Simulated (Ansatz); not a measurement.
System: C2H7NSeSi2.

Input

```
crystal:
  periodic: [false, false, false]
  atoms:
    - {symbol: C, position_ang: [1.356244, -0.435431, 0.803423]}
    - {symbol: C, position_ang: [2.484842, 2.352835, 0.733190]}
    - {symbol: N, position_ang: [2.230672, 3.455092, 0.991302]}
    - {symbol: Se, position_ang: [3.311088, 0.474642, -1.936426]}
    - {symbol: Si, position_ang: [2.834807, 0.576502, 0.286446]}
    - {symbol: Si, position_ang: [1.312989, 1.320296, -2.683055]}
    - {symbol: H, position_ang: [1.199609, -0.349920, 1.890002]}
    - {symbol: H, position_ang: [1.518770, -1.493214, 0.548145]}
    - {symbol: H, position_ang: [0.444459, -0.090232, 0.293942]}
    - {symbol: H, position_ang: [4.084161, 0.185193, 0.991411]}
    - {symbol: H, position_ang: [1.036173, 2.639337, -2.046843]}
    - {symbol: H, position_ang: [1.479306, 1.461463, -4.156279]}
    - {symbol: H, position_ang: [0.190447, 0.381464, -2.387821]}
basis:
  gaussian:
    orbitals: def2-SVPD
magnetization:
  spin_polarized: false
  initial_magnetization: 0
hamiltonian:
  xc: pbe0
output: {forces: true, orbitals: {seedname: orbitals}}
```

Run with:

```sh
ansatz run input.yaml --threads 4 --pin off --max-ram 7830MiB --events-out events.jsonl --progress --plain --runs-dir runs
```

Geometry: PBE0-D3(BJ)/def2-SVP.

Computed with isolated molecule in a Gaussian basis; Kohn-Sham density functional theory, functional PBE0 in Ansatz.

### Predict the electron density and electron localisation function between the atoms.

C–N (1.16 Å): ρ at the midpoint is about 3.5 e/Å³; the ELF peaks at about 0.85 between the atoms: a multiple bond.
C–Si (1.86 Å): ρ at the midpoint is about 0.9 e/Å³; the ELF peaks at about 1 between the atoms; a shared electron pair.
C–H (1.10 Å): ρ is about 1.9 e/Å³ halfway; the ELF climbs to about 1 towards the hydrogen, as it does in any bond to H; an ordinary covalent bond to hydrogen.

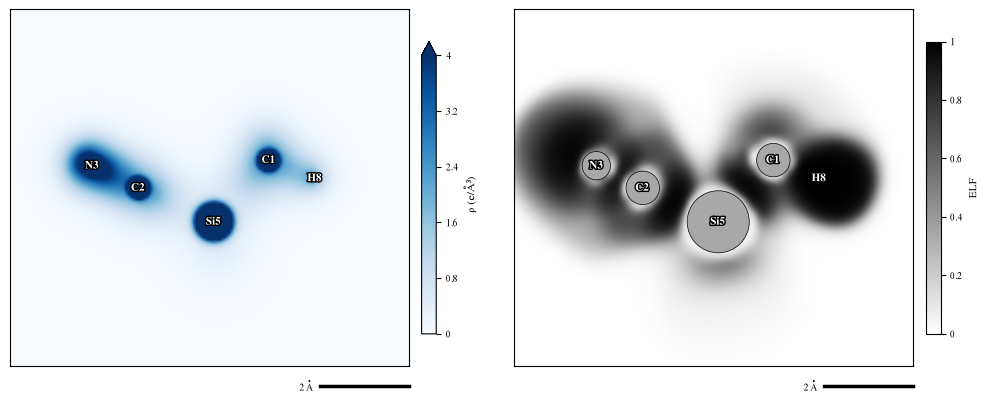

Computed electron density and electron localisation function on the plane of atoms C1, Si5 and C2, in this order. Grey discs cover the atomic cores in the ELF map. 
